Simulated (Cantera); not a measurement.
Feed: 1 mol Si, 0.81 mol CO2, 56 mol H2, equilibrated at 133 Pa.

These are equilibrium values from Cantera (NASA tables, ideal gas, pure condensed phases), not measurements of a reactor. Candidate condensed phases: C, C6H6, C7H8, C8H18, H2O, Si, SiC, SiO2; 123 gas species. Gases not in the tables: Si2H6 and higher silanes. Rates play no part.

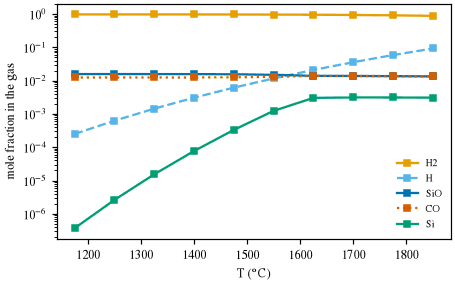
Fig. 1. Equilibrium gas composition (values under 1e-9 drawn at 1e-9)

Q: Read off the mole fractions at 1700 °C.

A: H2 about 0.93, H about 0.036, SiO about 0.014, CO about 0.014, Si about 0.0031.
